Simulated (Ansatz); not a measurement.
**H4NO2Si···F: density, localisation and related maps**

Input

```
crystal:
  periodic: [false, false, false]
  atoms:
    - {symbol: Si, position_ang: [-0.511744, 0.308784, 0.109786]}
    - {symbol: F, position_ang: [1.713119, -1.469407, 0.028149]}
    - {symbol: N, position_ang: [0.693253, 0.464647, -0.940396]}
    - {symbol: H, position_ang: [1.394386, -0.491597, -0.610010]}
    - {symbol: O, position_ang: [-1.798763, 1.256469, 0.226270]}
    - {symbol: O, position_ang: [-0.399374, -0.904177, 1.118866]}
    - {symbol: H, position_ang: [0.860535, 1.132057, -1.669994]}
    - {symbol: H, position_ang: [-2.453507, 1.052902, 0.899747]}
    - {symbol: H, position_ang: [0.502095, -1.349579, 0.837481]}
basis:
  gaussian: {orbitals: def2-TZVPP}
hamiltonian: {xc: pbe0, dispersion: d4}
output: {orbitals: {seedname: orbitals}}
```

Command:

```sh
ansatz run in.yaml --threads 4 --pin off --events-out ev --progress --plain --max-ram 9574MiB
```

A transition-state structure; geometry: PBE0-D4/def2-TZVP.

All numbers below come from RKS PBE0-D4/def2-TZVPP (Ansatz).

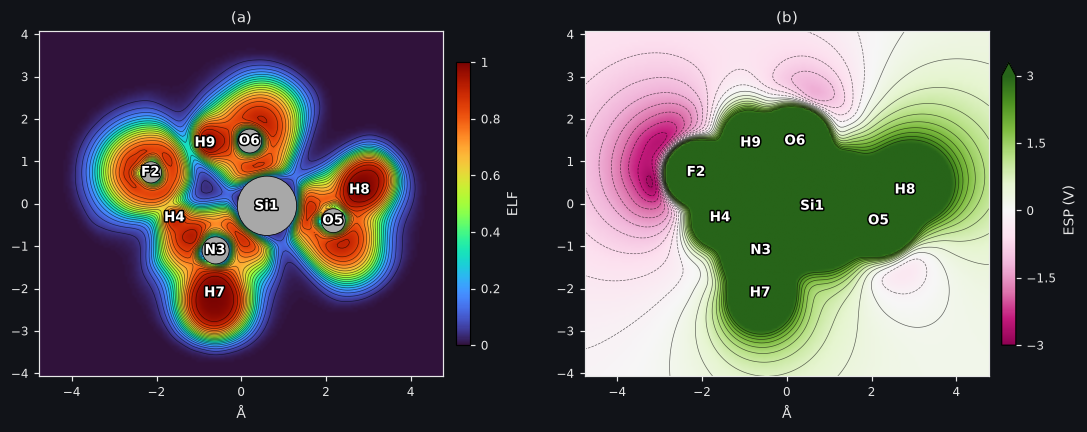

Figure 1. (a) electron localisation function; (b) molecular electrostatic potential on the molecular plane. Grey discs cover the atomic cores in the ELF map.

What does the map show?

Answer.
- The plane passes through Si, F, N, H and O nuclei.
- F2···H4 (1.21 Å): the ELF peaks at about 0.85 between the atoms.
- Si–O (1.58 Å): the ELF peaks at about 0.85 between the atoms; a polar covalent bond.
- Si–N (1.61 Å): the ELF peaks at about 0.85 between the atoms; a polar covalent bond.
- O–H (0.96 Å): the ELF climbs to about 1 towards the hydrogen, as it does in any bond to H; an ordinary covalent bond to hydrogen.
- N–H (1.00 Å): the ELF climbs to about 1 towards the hydrogen; an ordinary covalent bond to hydrogen.
- The ELF also peaks beside O5 and O6, away from the bonds: lone-pair regions.
- Outside the dense part of the complex the potential is most negative (−2.8 V) near F2.

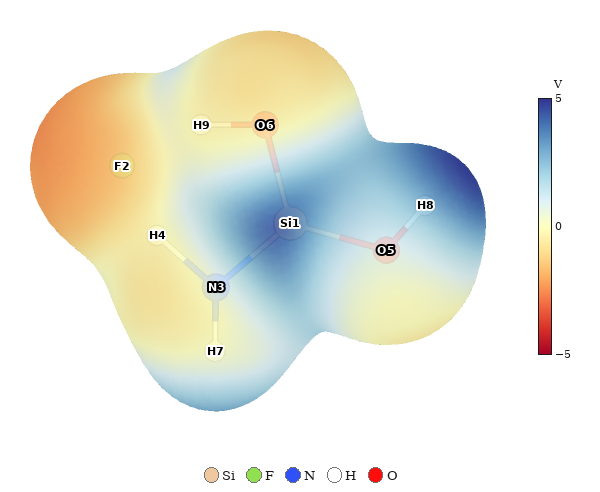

Figure 2. The electrostatic potential painted on the density surface at 0.004 e/bohr³, seen at a tilt; red is negative and blue positive.

Where is the surface potential most negative and most positive?

Answer. The most negative region (about −2.4 V, or −55 kcal/mol for a unit charge) lies over F2, the most positive (about +4.7 V, or +108 kcal/mol for a unit charge) over H8.

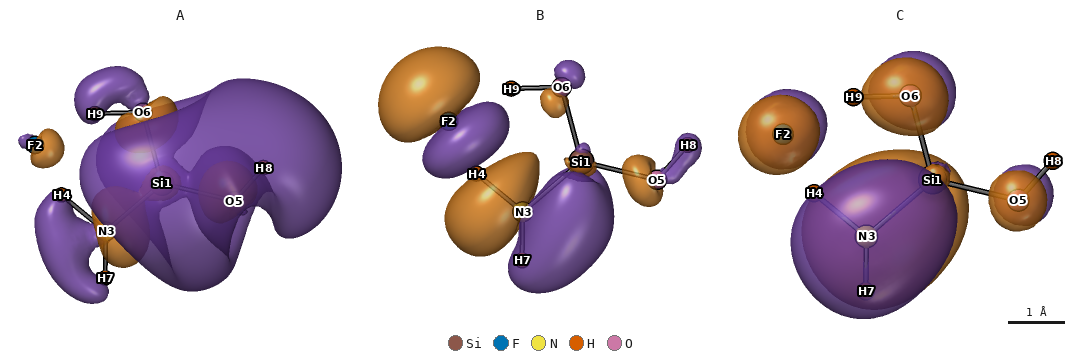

Figure 3. Three frontier orbitals at ±0.06 Å⁻³ᐟ² (orange and purple are the two phases), in no order.

Which picture is the HOMO−1, the HOMO and the LUMO?

Answer. B is the HOMO−1 (−8.87 eV). Its weight (Hirshfeld) is mainly on F2 (about 55 %) and N3 (about 30 %); it is symmetric in the molecular plane (an in-plane orbital: σ, lone-pair or in-plane π type); largely a combination of lone pairs on F2 and N3. C is the HOMO (−8.44 eV). By Hirshfeld shares it lies mainly on N3 (about 60 %), Si1 (about 15 %) and F2 (about 5 %); it changes sign across the molecular plane (π type). A is the LUMO (−1.09 eV). It lies mainly on Si1 (about 50 %), O5 (about 15 %), H8 (about 15 %), N3 (about 10 %) and O6 (about 5 %); it is symmetric in the molecular plane (an in-plane orbital: σ, lone-pair or in-plane π type).

What is the HOMO–LUMO gap?

Answer. 7.35 eV between the orbital energies.
